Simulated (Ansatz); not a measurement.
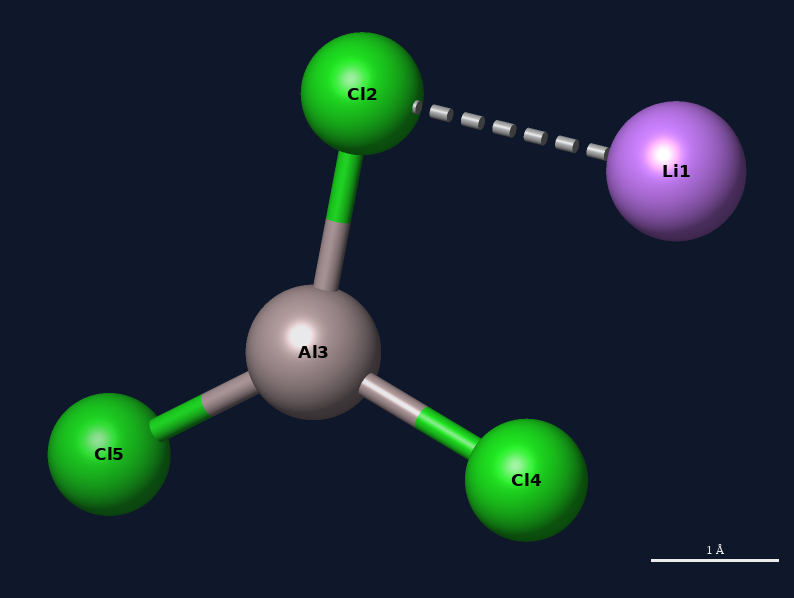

Two molecules or ions; the broken line marks their closest contact (measured against van der Waals radii). The species has charge +1 and is a spin singlet. Geometry: a pair of rigid molecules at a changed separation. Program: Ansatz 0.2.0.

**Which two species are they?**

Li and AlCl3 (`[Cl][Al]([Cl])[Cl].[Li+]`).

**How long is the contact?**

Li1···Cl2 is 2.84 Å.

Give the counterpoise-corrected interaction energy (kcal/mol, monomers kept as in the pair) with RHF-CCSD(T) (frozen core)/def2-TZVPPD; ωB97M-V/def2-TZVPPD.

```tsv
level	interaction energy (kcal/mol)
RHF-CCSD(T) (frozen core)/def2-TZVPPD	−22.6
ωB97M-V/def2-TZVPPD	−23.9
```
